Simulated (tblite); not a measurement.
# Geometry relaxation, with input and output: C$_{2}$H$_{10}$OSi$_{4}$ (charge −1)

System: C$_{2}$H$_{10}$OSi$_{4}$, charge −1, multiplicity 2.
Method: GFN2-xTB geometry optimisation, gas phase (tblite 0.8.0).

It belongs to a series of runs on one base structure; here: electron added.

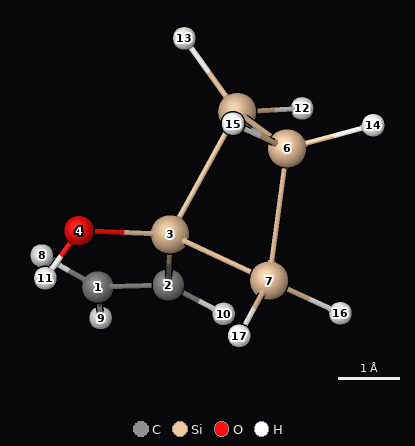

Figure 1. The starting structure (ball-and-stick view, seen at a tilt; atoms are numbered from 1 in the order of the input). Bond lengths as drawn: C–C 1.44 Å, C–H 1.08 to 1.09 Å, C–Si 1.79 Å, H–O 0.96 Å, H–Si 1.48 to 1.49 Å, O–Si 1.67 Å and Si–Si 2.29 to 2.30 Å.

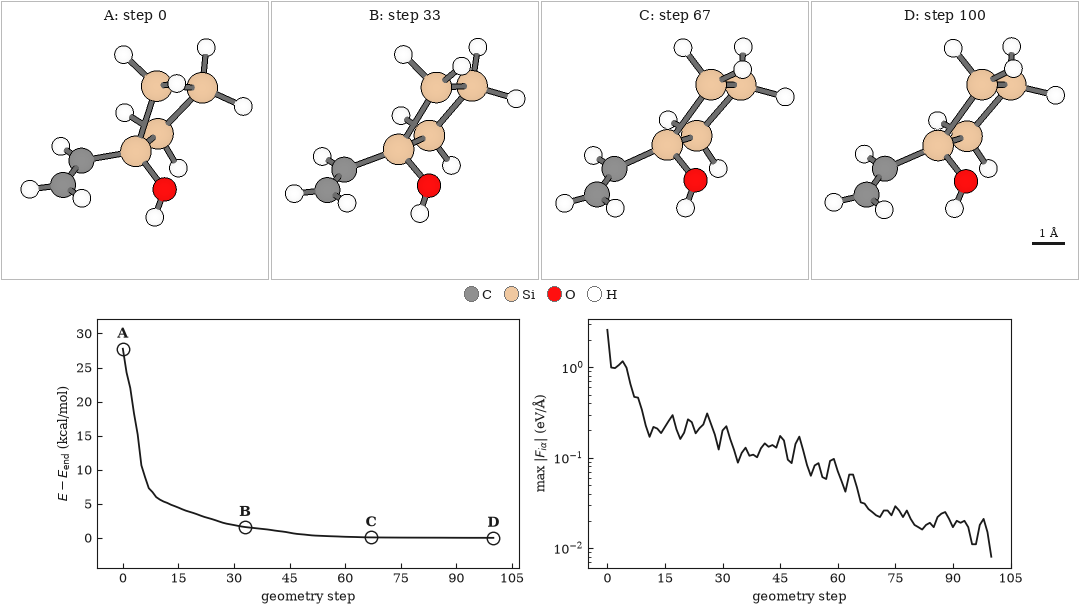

Figure 2. Frames of the relaxation (ball-and-stick view, seen at a tilt) above the curves, on which the letters mark them (steps are counted from 0).

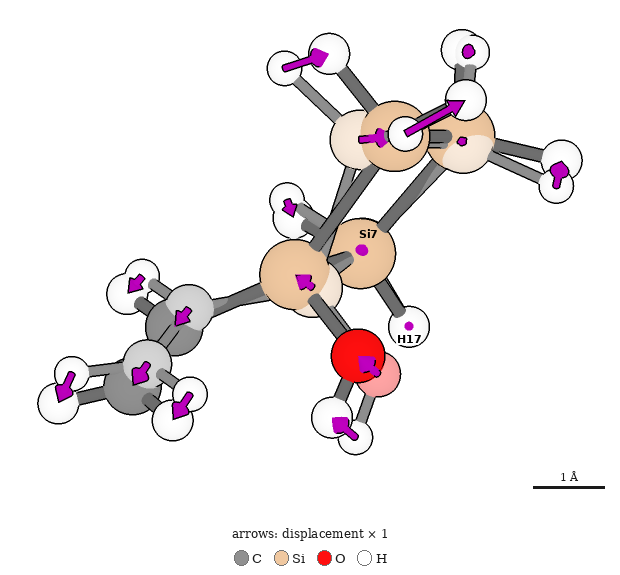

Figure 3. Start (faint) and end (solid) with the displacements as pink arrows, at true length (ball-and-stick view, seen at a tilt). The two geometries are laid on each other by the best rigid fit. The atom that moves furthest after the best rigid fit is H13 (0.99 Å). By element the largest moves are H 0.99 Å, Si 0.57 Å, O 0.51 Å, C 0.47 Å. Among the contacts that change: Si3–Si5 2.298 → 2.544 Å, C2–Si3 1.786 → 1.876 Å, C1–C2 1.439 → 1.356 Å, Si3–Si7 2.300 → 2.332 Å. Among the angles that change: C2–Si3–Si5 115.0° → 147.2°, Si3–Si5–H13 115.6° → 147.0°, O4–Si3–Si5 113.4° → 94.5°. Over 100 geometry steps the energy falls by 27.8 kcal/mol. Largest force component: 2.6 eV/Å at the start, 0.008 eV/Å at the end. (Atoms are counted from 1 in the order of the input.)

The input that produced these results follows, with the program's output.

## The input
```
{"job": {"kind": "relax", "xc": "GFN2-xTB", "basis": "xTB"}, "charge": -1, "multiplicity": 2}
C      3.069600     0.718900    -0.378100
C      1.951300    -0.186800    -0.348100
Si     0.257100     0.363800    -0.217400
O      0.005100     1.883100    -0.873900
Si    -0.691100     0.098400     1.858900
Si    -2.613600    -0.522700     0.771300
Si    -1.284700    -1.164700    -0.977100
H      2.932200     1.800000    -0.289300
H      4.075400     0.326100    -0.444800
H      2.158500    -1.257000    -0.368500
H      0.488400     2.084100    -1.682500
H     -0.084900    -1.032200     2.612100
H     -0.813400     1.343400     2.676500
H     -3.339200    -1.642400     1.424600
H     -3.501800     0.633100     0.441700
H     -0.787700    -2.564100    -0.830900
H     -1.828500    -0.869100    -2.325600
```

The first line tells a small driver script what to run in tblite; the rest is the geometry in Å.

Run as:
```bash
OMP_NUM_THREADS=1 python <driver script> task.json out
```

## Log
```
step      E/eV     max force
  0    -555.28211    2.901
  1    -555.43347    1.028
  2    -555.53186    1.072
  3    -555.69259    1.138
  4    -555.82737    1.205
  5    -556.02409    1.129
  6    -556.09995    0.790
  7    -556.16967    0.608
  8    -556.19448    0.547
  9    -556.22633    0.360
 10    -556.24248    0.320
 11    -556.25469    0.213
 12    -556.26366    0.271
 13    -556.27509    0.260
 14    -556.28397    0.267
 15    -556.29331    0.277
 16    -556.30354    0.277
 17    -556.31269    0.313
 18    -556.31998    0.242
 19    -556.32723    0.234
 20    -556.33540    0.241
 21    -556.34434    0.268
 22    -556.35263    0.270
 23    -556.35935    0.214
 24    -556.36611    0.216
 25    -556.37368    0.251
 26    -556.38181    0.320
 27    -556.38962    0.292
 28    -556.39557    0.191
 29    -556.39998    0.159
 30    -556.40436    0.209
 31    -556.40911    0.252
 32    -556.41343    0.225
 33    -556.41689    0.144
 34    -556.41969    0.119
 35    -556.42217    0.114
 36    -556.42476    0.144
 37    -556.42739    0.122
 38    -556.42983    0.139
 39    -556.43240    0.130
 40    -556.43569    0.160
 41    -556.43939    0.176
 42    -556.44258    0.155
 43    -556.44532    0.163
 44    -556.44858    0.138
 45    -556.45291    0.178
 46    -556.45731    0.171
 47    -556.46060    0.111
 48    -556.46285    0.095
 49    -556.46486    0.143
 50    -556.46748    0.174
 51    -556.46994    0.123
 52    -556.47147    0.085
 53    -556.47247    0.069
 54    -556.47347    0.097
 55    -556.47451    0.103
 56    -556.47544    0.070
 57    -556.47620    0.075
 58    -556.47699    0.094
 59    -556.47804    0.099
 60    -556.47895    0.076
 61    -556.47954    0.056
 62    -556.48004    0.048
 63    -556.48065    0.069
 64    -556.48144    0.077
 65    -556.48216    0.058
 66    -556.48261    0.046
 67    -556.48287    0.035
 68    -556.48307    0.038
 69    -556.48327    0.029
 70    -556.48345    0.029
 71    -556.48361    0.027
 72    -556.48375    0.031
 73    -556.48387    0.029
 74    -556.48399    0.028
 75    -556.48411    0.031
 76    -556.48422    0.028
 77    -556.48430    0.024
 78    -556.48436    0.027
 79    -556.48442    0.024
 80    -556.48448    0.023
 81    -556.48454    0.024
 82    -556.48459    0.018
 83    -556.48464    0.019
 84    -556.48468    0.020
 85    -556.48474    0.019
 86    -556.48481    0.026
 87    -556.48491    0.034
 88    -556.48503    0.032
 89    -556.48515    0.027
 90    -556.48524    0.021
 91    -556.48532    0.023
 92    -556.48539    0.022
 93    -556.48545    0.021
 94    -556.48550    0.020
 95    -556.48552    0.011
 96    -556.48554    0.012
 97    -556.48557    0.019
 98    -556.48561    0.022
 99    -556.48564    0.017
100    -556.48565    0.008
```

## Trajectory as extended XYZ (Å, eV, eV/Å), 6 of the 101 frames kept, from step=0 to step=100
```
17
Properties=species:S:1:pos:R:3:forces:R:3 step=0 energy=-555.28211
C     3.0696    0.7189   -0.3781   -1.1990  -1.2180   0.0470
C     1.9513   -0.1868   -0.3481    2.6020   1.2030  -0.4470
Si    0.2571    0.3638   -0.2174    0.1620  -0.2330  -0.3760
O     0.0051    1.8831   -0.8739   -0.0640   0.3290  -0.1430
Si   -0.6911    0.0984    1.8589   -0.2680   1.3410   0.2660
Si   -2.6136   -0.5227    0.7713   -0.4570  -0.5260   0.2420
Si   -1.2847   -1.1647   -0.9771    0.1000   0.0430  -0.4550
H     2.9322    1.8000   -0.2893    0.0570  -0.5950  -0.0900
H     4.0754    0.3261   -0.4448    0.0010   0.2150   0.0600
H     2.1585   -1.2570   -0.3685    0.1410   0.2560   0.0180
H     0.4884    2.0841   -1.6825   -0.1430  -0.1990   0.4940
H    -0.0849   -1.0322    2.6121   -0.1270   0.3140   0.1620
H    -0.8134    1.3434    2.6765    0.1050  -0.4340   0.5370
H    -3.3392   -1.6424    1.4246   -0.4080   0.2550  -0.1090
H    -3.5018    0.6331    0.4417   -0.0790  -0.3910   0.2890
H    -0.7877   -2.5641   -0.8309   -0.3500   0.1290  -0.4090
H    -1.8285   -0.8691   -2.3256   -0.0730  -0.4900  -0.0860
17
Properties=species:S:1:pos:R:3:forces:R:3 step=20 energy=-556.33540
C     3.2097    0.6933   -0.4546   -0.0620  -0.0680  -0.0670
C     2.1593   -0.1683   -0.5777   -0.0590  -0.0280  -0.0330
Si    0.3936    0.2516   -0.2092   -0.1480   0.0980   0.0480
O     0.0820    1.8258   -0.7631    0.0890  -0.1890  -0.0280
Si   -0.7987    0.4304    1.8932   -0.1420   0.0580  -0.1860
Si   -2.6535   -0.5478    0.8312    0.1390   0.0400   0.0530
Si   -1.3160   -1.1459   -0.9751    0.1050   0.1010  -0.0270
H     3.0524    1.7584   -0.4309    0.0500   0.0870   0.0350
H     4.2248    0.3442   -0.3610    0.1760   0.0640  -0.0650
H     2.4189   -1.2235   -0.5569   -0.0160  -0.0850   0.0010
H     0.5300    2.0567   -1.5728   -0.0020   0.0140   0.0500
H    -0.1615   -0.7061    2.6351   -0.0080  -0.0900   0.1500
H    -1.0008    1.2977    3.1132   -0.1560  -0.0550  -0.0360
H    -3.5101   -1.6631    1.3244    0.0200   0.0250   0.0570
H    -3.7368    0.4305    0.5096    0.0710  -0.0620   0.0290
H    -0.9562   -2.5913   -1.0391   -0.0220   0.0490   0.0590
H    -1.9441   -1.0306   -2.3176   -0.0340   0.0400  -0.0380
17
Properties=species:S:1:pos:R:3:forces:R:3 step=40 energy=-556.43569
C     3.2499    0.6647   -0.5865    0.0370   0.0250  -0.0540
C     2.2035   -0.2015   -0.6363    0.0830   0.0140   0.0360
Si    0.4599    0.2249   -0.1299   -0.0730  -0.0750   0.1210
O     0.2092    1.7929   -0.6894   -0.0790   0.1240   0.0160
Si   -0.9070    0.4455    1.9889   -0.0110   0.0370  -0.0220
Si   -2.6300   -0.5667    0.8214   -0.0290  -0.0340   0.1110
Si   -1.2826   -1.0815   -0.9788    0.0910  -0.0320  -0.1270
H     3.1020    1.7293   -0.4813   -0.0700   0.0140  -0.0360
H     4.2842    0.3550   -0.6562    0.0170  -0.0590  -0.0080
H     2.4759   -1.2544   -0.6652   -0.0410  -0.0660  -0.0360
H     0.6836    2.0321   -1.4804    0.0370  -0.0100   0.0230
H    -0.2961   -0.5874    2.8929   -0.0150   0.0010   0.0060
H    -1.5107    1.2719    3.1007    0.0360   0.0410  -0.0180
H    -3.3900   -1.7002    1.4137   -0.0120   0.0220  -0.0750
H    -3.7554    0.3523    0.5078   -0.0130  -0.0460  -0.0090
H    -0.9803   -2.5347   -1.0554    0.0280  -0.0080   0.0290
H    -1.9233   -0.9303   -2.3170    0.0120   0.0530   0.0420
17
Properties=species:S:1:pos:R:3:forces:R:3 step=60 energy=-556.47895
C     3.2340    0.6090   -0.7616    0.0310  -0.0100   0.0310
C     2.1824   -0.2371   -0.6400   -0.0040   0.0020   0.0020
Si    0.4892    0.2269    0.0286    0.0470  -0.0410   0.0150
O     0.2787    1.8214   -0.4799   -0.0040   0.0550   0.0020
Si   -1.0126    0.4937    2.0462    0.0150  -0.0240   0.0030
Si   -2.6230   -0.6407    0.8242    0.0270  -0.0100   0.0180
Si   -1.1930   -1.0587   -0.9396    0.0200  -0.0170  -0.0710
H     3.1070    1.6775   -0.6499    0.0130  -0.0150  -0.0410
H     4.2465    0.2799   -0.9682   -0.0460   0.0120   0.0080
H     2.4207   -1.2990   -0.7058   -0.0280   0.0090   0.0160
H     0.8164    2.0665   -1.2272    0.0040   0.0330  -0.0110
H    -0.4632   -0.4383    3.0857   -0.0010  -0.0180   0.0150
H    -1.6884    1.4249    3.0199   -0.0090   0.0140  -0.0020
H    -3.3449   -1.8321    1.3429    0.0080   0.0320  -0.0010
H    -3.7819    0.2050    0.4524   -0.0640   0.0000   0.0070
H    -0.8839   -2.5026   -1.1043   -0.0010   0.0020  -0.0030
H    -1.7909   -0.7843   -2.2745   -0.0070  -0.0240   0.0130
17
Properties=species:S:1:pos:R:3:forces:R:3 step=80 energy=-556.48448
C     3.2401    0.5914   -0.7852   -0.0030  -0.0070   0.0000
C     2.1760   -0.2361   -0.6369    0.0150   0.0060   0.0050
Si    0.4929    0.2417    0.0389   -0.0100   0.0180  -0.0100
O     0.2883    1.8514   -0.4324    0.0090  -0.0050  -0.0070
Si   -1.0209    0.4860    2.0484   -0.0030  -0.0130  -0.0070
Si   -2.6226   -0.6430    0.8089    0.0060   0.0060   0.0030
Si   -1.1812   -1.0423   -0.9575   -0.0100   0.0010   0.0130
H     3.1287    1.6657   -0.7293   -0.0010  -0.0050   0.0000
H     4.2457    0.2404   -0.9822   -0.0070  -0.0020  -0.0010
H     2.3999   -1.3024   -0.6669   -0.0040  -0.0010   0.0030
H     0.8239    2.1200   -1.1735    0.0040   0.0040   0.0010
H    -0.5015   -0.4423    3.1078    0.0010   0.0040  -0.0080
H    -1.6967    1.4449    2.9917   -0.0060   0.0030   0.0100
H    -3.3061   -1.8452    1.3495   -0.0010   0.0020  -0.0050
H    -3.8178    0.1698    0.4634    0.0080  -0.0160   0.0040
H    -0.8567   -2.4853   -1.1057    0.0000   0.0020  -0.0010
H    -1.7989   -0.8028   -2.2900    0.0030   0.0020   0.0010
17
Properties=species:S:1:pos:R:3:forces:R:3 step=100 energy=-556.48565
C     3.2427    0.5765   -0.7930   -0.0030  -0.0010  -0.0020
C     2.1683   -0.2336   -0.6276    0.0020   0.0020  -0.0010
Si    0.4854    0.2710    0.0294   -0.0040  -0.0010   0.0040
O     0.3014    1.8784   -0.4558    0.0000  -0.0010   0.0010
Si   -1.0410    0.4984    2.0513    0.0080   0.0020  -0.0020
Si   -2.6251   -0.6546    0.8150    0.0010   0.0030   0.0020
Si   -1.1843   -1.0255   -0.9557    0.0010   0.0020  -0.0010
H     3.1460    1.6533   -0.7612   -0.0030  -0.0010   0.0040
H     4.2433    0.2089   -0.9837   -0.0040  -0.0070   0.0020
H     2.3774   -1.3033   -0.6368    0.0030   0.0020   0.0030
H     0.8683    2.1434   -1.1745   -0.0030  -0.0010  -0.0010
H    -0.4938   -0.4324    3.0938    0.0030   0.0010   0.0010
H    -1.7296    1.4283    3.0165   -0.0040   0.0020  -0.0020
H    -3.2835   -1.8741    1.3473    0.0010  -0.0010  -0.0010
H    -3.8381    0.1330    0.4763    0.0030  -0.0050   0.0010
H    -0.8401   -2.4638   -1.1045    0.0000   0.0030  -0.0050
H    -1.8042   -0.7919   -2.2877    0.0000   0.0000  -0.0020
```

## Summary

```tsv
quantity	value
outcome	converged
total energy	−556.4857 eV
hardware	1 CPU thread, shared host
wall time	1.1 s
peak memory	0.18 GiB
```
